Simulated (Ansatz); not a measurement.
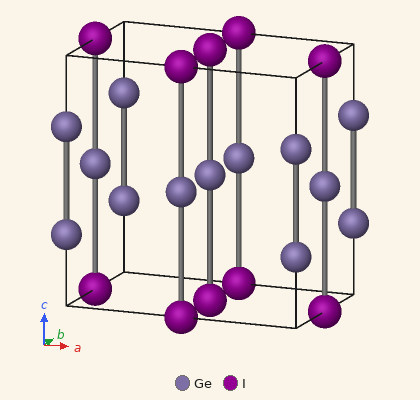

Ge5I3, space group P6/mmm (No. 191), a = 6.903 Å, b = 6.903 Å, c = 5.728 Å, α = 90.00°, β = 90.00°, γ = 120.00°. Origin: the end point of a relaxation with DFT PBE, scalar-relativistic, plane waves, PAW (Ansatz 0.2.0); the starting structure was generated, so it need not be a known form of this composition. Forms under 0.4 % of the area are left out.

What shape follows from the Bravais–Friedel–Donnay–Harker rule?

The forms computed, by share of the surface:

```json
{"form": "{100}", "faces": "6", "d (Å)": "5.978", "share of area (%)": "67.6"}
{"form": "{001}", "faces": "2", "d (Å)": "5.728", "share of area (%)": "32.4"}
```

The crystal is roughly equant (blocky). Widths along a, b and c stand as 1.00 : 1.00 : 0.90.

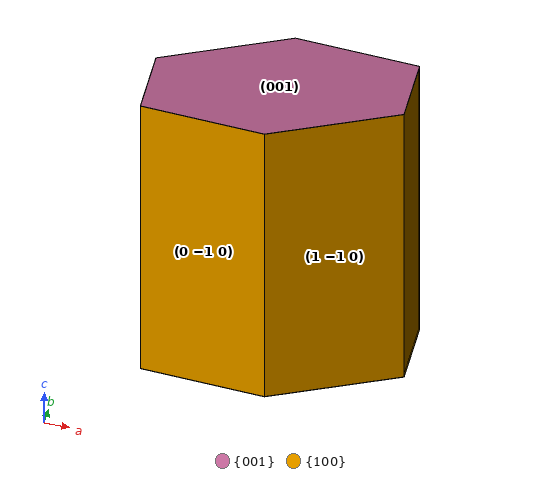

The computed shape, faces indexed. The rule is geometric and ignores bonding and growth conditions.
